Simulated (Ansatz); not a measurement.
Consider CH₆SiTe (SMILES [SiH3]C[TeH]).

Input file:

```
crystal:
  periodic: [false, false, false]
  atoms:
    - {symbol: Si, position_ang: [-0.552314, 0.801511, -0.901430]}
    - {symbol: C, position_ang: [0.492230, -0.409714, 0.073431]}
    - {symbol: Te, position_ang: [-0.278626, -0.671828, 2.061567]}
    - {symbol: H, position_ang: [-1.953246, 0.312608, -0.987968]}
    - {symbol: H, position_ang: [-0.003025, 0.946234, -2.275993]}
    - {symbol: H, position_ang: [-0.549154, 2.129584, -0.234563]}
    - {symbol: H, position_ang: [1.515314, -0.041773, 0.156255]}
    - {symbol: H, position_ang: [0.497720, -1.383714, -0.416545]}
    - {symbol: H, position_ang: [0.919499, -1.729207, 2.508046]}
basis:
  gaussian: {orbitals: def2-TZVPP}
hamiltonian: {xc: pbe0, dispersion: d4}
output: {orbitals: {seedname: orbitals}}
```

Run with:

```sh
ansatz run in.yaml --threads 2 --pin off --events-out ev --progress --plain --max-ram 4352MiB
```

Geometry: PBE0-D4/def2-TZVP; core potentials replace the inner electrons of Te.

These are results of Ansatz, RKS PBE0-D4/def2-TZVPP, not measurements.

What will maps of the electron density and electron localisation function show?

Answer. C–Si (1.87 Å): the density is about 0.95 e/Å³ at the midpoint; the ELF peaks at about 0.95 between the atoms, as expected for a covalent bond.
C–Te (2.15 Å): the density is about 0.77 e/Å³ at the midpoint; the ELF peaks at about 0.85 between the atoms, as expected for a shared electron pair.
Si–H (1.49 Å): the density is about 0.81 e/Å³ at the midpoint; the ELF climbs to about 1 towards the hydrogen, as it does in any bond to H.
Te–H (1.66 Å): the density is about 1.3 e/Å³ at the midpoint; the ELF climbs to about 1 towards the hydrogen.

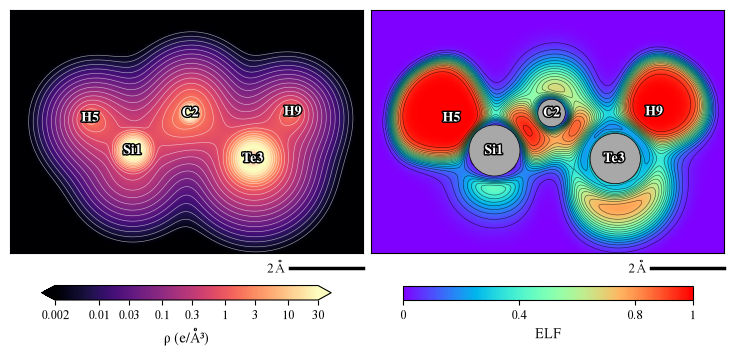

Computed electron density and electron localisation function on the plane of atoms Si1, C2 and Te3, in this order. Grey discs cover the atomic cores in the ELF map. 
